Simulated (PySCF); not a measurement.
## Electronic structure of H₆N₃Si₂ (SMILES N[Si]1N[SiH2]N1) (doublet) in real space

The calculation's input:

```
{"job": {"kind": "epr", "basis": "pcH-1"}, "charge": 0, "multiplicity": 2}
N      2.150301    -0.389639    -0.577386
Si     0.556787     0.151482    -0.957210
N     -0.627658    -1.008284    -0.373858
Si    -1.543201     0.104785     0.589786
N     -0.276446     1.221451     0.176428
H      2.321226    -0.697412     0.371932
H      2.941045     0.125924    -0.926185
H     -0.849860    -1.934536    -0.687322
H     -1.552279    -0.236670     2.009225
H     -2.863659     0.446091     0.067025
H     -0.250831     2.219479     0.281602
```

Run with:

```sh
OMP_NUM_THREADS=1 python probes_run.py task.json out
```

Geometry: GFN2-xTB.

Method: UKS B3LYP, pcH-1 on H N Si, non-relativistic, mean-field spin-orbit, GIAO (PySCF).

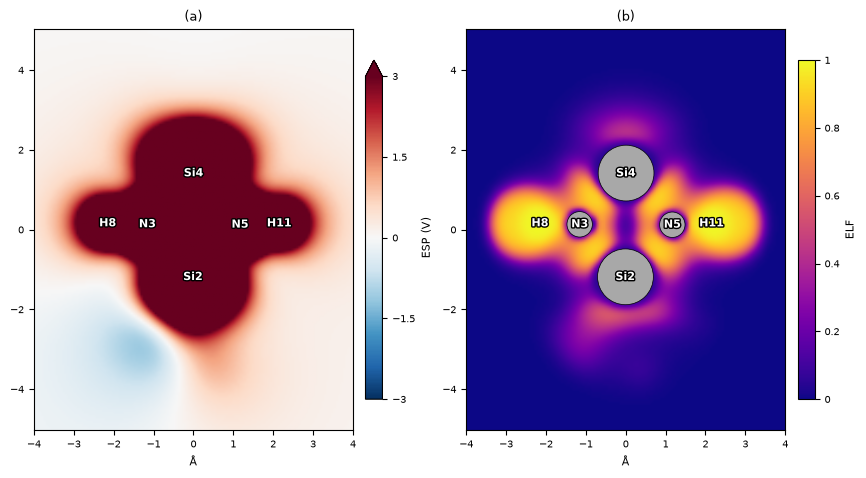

Figure 1. (a) molecular electrostatic potential; (b) electron localisation function on the plane of atoms N3, Si4 and N5. Grey discs cover the atomic cores in the ELF map.

**What do the fields say about this system?**

- The section cuts through Si, N and H sites.
- Si–N (1.73 Å): the ELF peaks at about 0.90 between the atoms; a polar covalent bond.
- N–H (1.00 Å): the ELF climbs to about 1 towards the hydrogen, as it does in any bond to H (a covalent bond by its length).
- Si–N (1.77 Å): the ELF peaks at about 0.90 between the atoms (a polar covalent bond).
- Outside the dense part of the molecule the potential is most negative (−1.1 V) near N1, which lies off the plane.

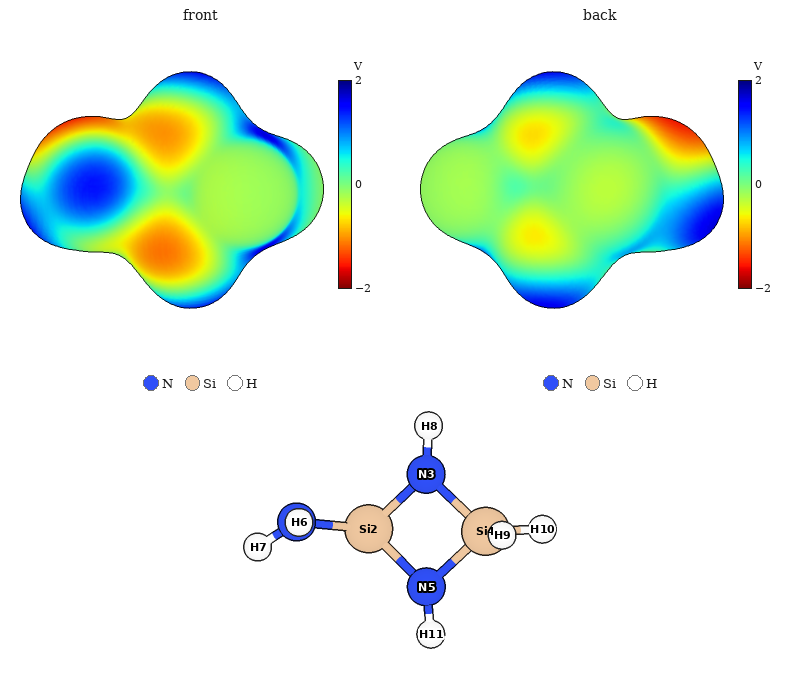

Figure 2. The electrostatic potential painted on the density surface at 0.002 e/bohr³, seen from the front and from behind; the colour scale runs from red (negative) to blue (positive). The bare structure is drawn below in the same view.

**Which sites attract a positive test charge, and which a negative one?**

A positive charge is drawn to the negative regions and a negative charge to the positive ones. The most negative region (about −1.5 V) lies over N1, the most positive (about +1.6 V) over Si4 and H7. N1 is the likeliest acceptor of a hydrogen bond.
